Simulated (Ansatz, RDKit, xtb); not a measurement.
# C4H5B2Cl: which of the isomers drawn lies lowest?, part 2 of 2

A sample of isomers of C4H5B2Cl is drawn. Aim: find which of them has the lowest free energy at 298.15 K, then its properties. The sample is small against all isomers, and the most stable one of this formula need not be in it.

xtb, Ansatz and PySCF; isolated molecules.

### Step 10. c199a at MP2/def2-TZVPP

Contents of input.yaml:

```yaml
crystal:
  periodic: [false, false, false]
  atoms:
    - symbol: C
      position_ang: [-2.366907, 0.849160, 0.541112]
    - symbol: C
      position_ang: [-2.890517, -0.404013, 0.684137]
    - symbol: C
      position_ang: [-0.458210, -0.544169, 0.055111]
    - symbol: C
      position_ang: [-0.896456, 0.731861, 0.160778]
    - symbol: B
      position_ang: [-3.166662, 2.155868, 0.742876]
    - symbol: B
      position_ang: [-1.700945, -1.424895, 0.382636]
    - symbol: Cl
      position_ang: [-1.808748, -3.169127, 0.422364]
    - symbol: H
      position_ang: [-4.334589, 2.085454, 1.043637]
    - symbol: H
      position_ang: [-2.646423, 3.239209, 0.605903]
    - symbol: H
      position_ang: [-3.934265, -0.585736, 0.955681]
    - symbol: H
      position_ang: [0.564459, -0.821281, -0.208085]
    - symbol: H
      position_ang: [-0.290188, 1.631809, -0.001700]
basis:
  gaussian:
    orbitals: def2-TZVPP
correlation:
  method: mp2
  frozen_orbitals: {C: 1, H: 0, Cl: 5, B: 1}
```

Run with:

```
ansatz run input.yaml --threads 2 --pin off --max-ram 5220MiB --events-out events.jsonl --progress --plain --runs-dir runs
```

Standard output:

```text
Warning: RAYON_NUM_THREADS=2 ignored (pool sized by the plan → 2); use --threads N
Functional definition: HF
  name "HF"
  exchange = exact_x
  correlation = 0
1798 factors; integrals over basis functions are off by at most 1.0e-3 eV
mean field evaluation 1: about -18045.5486 eV, gradient 3.6e1 eV
mean field evaluation 2: about -18045.8598 eV, gradient 3.6e1 eV
mean field evaluation 4: about -18049.8714 eV, gradient 4.5e0 eV
mean field evaluation 8: about -18049.9444 eV, gradient 2.4e-1 eV
mean field -18049.94470612 eV, -663.3232332579 hartree, gradient 1.4e-6 eV, S^2 0.000000; 0 other end points of the search recorded, 0 dependent functions left out; unrestricted orbitals would lower it
mean field evaluation 16: about -18049.8810 eV, gradient 2.3e0 eV
11 core orbitals not correlated: weight in the atoms' cores, before any rotation towards them, 1.000 or more for the frozen orbitals, at most 0.000 for the correlated occupied ones
reference -18049.94470612 eV, -663.3232332579 hartree; 17, 17 occupied and 270, 270 virtual orbitals, 1798 factors
second order -27.02651049 eV of doubles, -0.00000000 eV of singles
Total energy: -18076.97121661 eV, -664.3164391994 hartree
```

It took 10 s on 2 threads of Intel Xeon 6975P-C (Granite Rapids), shared host; peak memory 0.91 GiB.

### Step 11. c199at at CCSD(T)/def2-SVP

Contents of input.yaml:

```yaml
crystal:
  periodic: [false, false, false]
  atoms:
    - {symbol: C, position_ang: [-2.356122, 0.865393, 0.540534]}
    - {symbol: C, position_ang: [-2.875150, -0.501907, 0.683287]}
    - {symbol: C, position_ang: [-0.518410, -0.545916, 0.070675]}
    - {symbol: C, position_ang: [-0.990395, 0.793636, 0.186404]}
    - {symbol: B, position_ang: [-3.120500, 2.192049, 0.728951]}
    - {symbol: B, position_ang: [-1.725264, -1.474730, 0.389581]}
    - {symbol: Cl, position_ang: [-1.735170, -3.237641, 0.401956]}
    - {symbol: H, position_ang: [-4.291931, 2.192766, 1.024537]}
    - {symbol: H, position_ang: [-2.535106, 3.239125, 0.577158]}
    - {symbol: H, position_ang: [-3.918962, -0.682990, 0.955893]}
    - {symbol: H, position_ang: [0.515762, -0.782891, -0.197048]}
    - {symbol: H, position_ang: [-0.378203, 1.687246, 0.022520]}
basis:
  gaussian: {orbitals: def2-SVP}
magnetization: {spin_polarized: true, initial_magnetization: 2}
correlation: {method: ccsd_t, frozen_orbitals: {C: 1, H: 0, Cl: 5, B: 1}}
scf: {omitted_lower_state_checks: [cluster_reference]}
```

Run with:

```
ansatz run input.yaml --threads 2 --pin off --max-ram 5220MiB --events-out events.jsonl --progress --plain --runs-dir runs
```

Standard output (excerpt; [...] marks lines left out):

```text
Warning: RAYON_NUM_THREADS=2 ignored (pool sized by the plan → 2); use --threads N
[... 2 set-up lines as earlier in the session ...]
[...]
1291 factors; integrals over basis functions are off by at most 1.3e-3 eV
[...]
mean field -18039.33549398 eV, -662.9333519028 hartree, gradient 2.9e-6 eV, S^2 2.083387; 2 other end points of the search recorded, 0 dependent functions left out
11 core orbitals not correlated: weight in the atoms' cores, before any rotation towards them, 1.000 or more for the frozen orbitals, at most 0.000 for the correlated occupied ones
reference -18039.33549398 eV, -662.9333519028 hartree; 18, 16 occupied and 98, 100 virtual orbitals, 1291 factors
second order -20.66984754 eV of doubles, -0.00000000 eV of singles
cycle   1  -21.80487340 eV  change    -1.1e0 eV  update   1.2e-1
[...]
cycle  13  -22.66994688 eV  change   -1.8e-5 eV  update   3.3e-5
perturbative correction -0.86713157 eV, -0.0318664974 hartree
Total energy: -18062.87257243 eV, -663.7983235820 hartree
Checks for a lower state left out: cluster_reference
```

Wall time 45 s (2 threads of Intel Xeon 6975P-C (Granite Rapids), shared host); peak memory 2 GiB.

For c199a, c070a the log finds that unrestricted Hartree-Fock orbitals lie lower, a sign to watch the closed-shell reference there.

### Step 12. Putting it together

Energies in kcal/mol from c199a; G adds the thermal terms to the CCSD(T)/def2-SVP energy. The columns left of the relaxed level are at the tight-binding geometries.

```csv
label,SMILES,spin,r2SCAN-D4/def2-SVP,"r2SCAN-D4/def2-SVP, relaxed",HF/def2-SVP,MP2/def2-SVP,CCSD(T)/def2-SVP,G,share at equilibrium,T1
c199a,BC1=CB(Cl)C=C1,singlet,0.0,0.0,0.0,0.0,0.0,0.0,100.0 %,0.014
c199at,[BH2][C]1[CH][CH][B]([Cl])[CH]1 ‡,triplet,28.9,16.4,9.1,33.6,27.3,26.8,< 0.1 %,0.028
c070a,BC1=C(Cl)C=CB1,singlet,30.9,31.8,36.6,34.2,35.1,34.6,< 0.1 %,0.013
```

‡ marks the bonded skeleton alone, with all bonds drawn single: no Lewis structure was assigned that passes a check against the bond lengths.

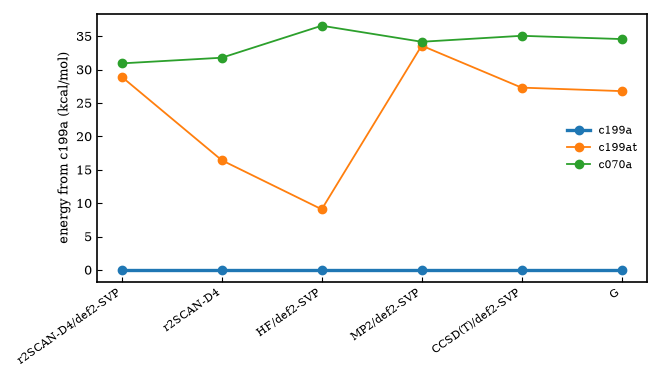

The finalists at each level, measured from c199a.

Lowest found: c199a, `BC1=CB(Cl)C=C1`, a singlet. Bond lengths: C1–C2 1.366 Å, C1–C4 1.523 Å, C3–C4 1.353 Å, C1–B5 1.545 Å, C2–B6 1.596 Å, C3–B6 1.558 Å, B6–Cl7 1.748 Å, B5–H8 1.208 Å, B5–H9 1.210 Å, C2–H10 1.094 Å, C3–H11 1.092 Å, C4–H12 1.097 Å. Some angles: C1–C2–B6 106.3°, C2–C1–C4 109.0°, C2–C1–B5 124.3°, C4–C1–B5 126.7°, C1–C4–C3 113.9°, C4–C3–B6 105.0°, C2–B6–C3 105.8°, C2–B6–Cl7 126.0°, C3–B6–Cl7 128.2°, C1–C2–H10 123.0°.

```xyz
12

C    -2.3669    0.8492    0.5411
C    -2.8905   -0.4040    0.6841
C    -0.4582   -0.5442    0.0551
C    -0.8965    0.7319    0.1608
B    -3.1667    2.1559    0.7429
B    -1.7009   -1.4249    0.3826
Cl   -1.8087   -3.1691    0.4224
H    -4.3346    2.0855    1.0436
H    -2.6464    3.2392    0.6059
H    -3.9343   -0.5857    0.9557
H     0.5645   -0.8213   -0.2081
H    -0.2902    1.6318   -0.0017
```

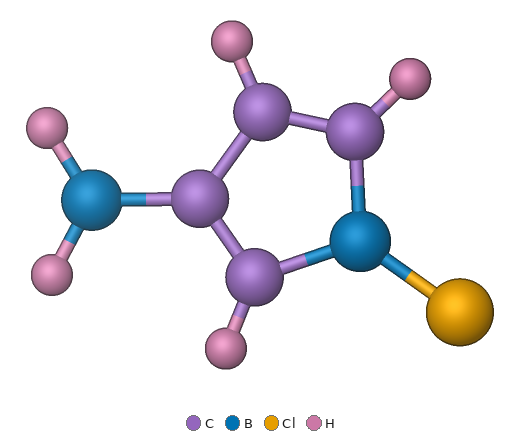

The lowest structure found, seen from a chosen angle (carbon purple, boron blue, chlorine amber, hydrogen pink).

### Step 13. Summary of results

What follows sums up all 2 parts.

| quantity | value |
| --- | --- |
| lowest structure found | BC1=CB(Cl)C=C1, singlet |
| next finalist | [BH2][C]1[CH][CH][B]([Cl])[CH]1 ‡, triplet, 26.8 kcal/mol higher in G |
| share at equilibrium, among the finalists | 100.0 % |
| funnel | 9 starts, 9 minima at GFN2-xTB, 12 screening runs, 3 relaxed, 3 ranked |
| CPU time of all runs | 7 min |

What this shows: `BC1=CB(Cl)C=C1` comes out lowest. Among the finalists first place is clear (26.8 kcal/mol); structures outside the list aren't covered. r2SCAN-D4/def2-SVP, r2SCAN-D4/def2-SVP, relaxed, HF/def2-SVP and MP2/def2-SVP already put its bonding pattern lowest among the structures in one piece. The largest share of the time went into the final energies (51 %). The search is not exhaustive (a finite list of starts, one conformer a finalist), so a lower isomer can't be ruled out. Only 9 drawn patterns were tried, so whole families of isomers are missing, and the result ranks this sample alone.

‡ marks the bonded skeleton alone, with all bonds drawn single: no Lewis structure was assigned that passes a check against the bond lengths.
